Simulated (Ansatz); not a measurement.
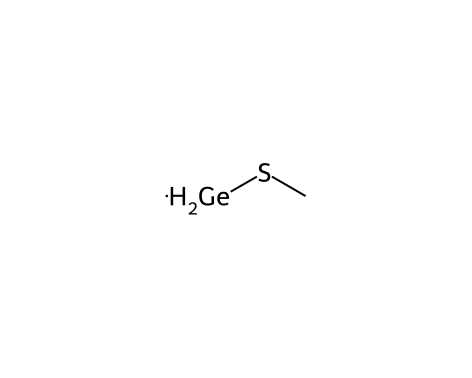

Simulated data, not a measurement (program: Ansatz).

Charge 0, doublet.

Give its SMILES.

C[S][GeH2]

Give the formula, hydrogens included.

CH5GeS.

An optimisation with PBE-D4/def2-SVP gave a structure of which point group?

C1.
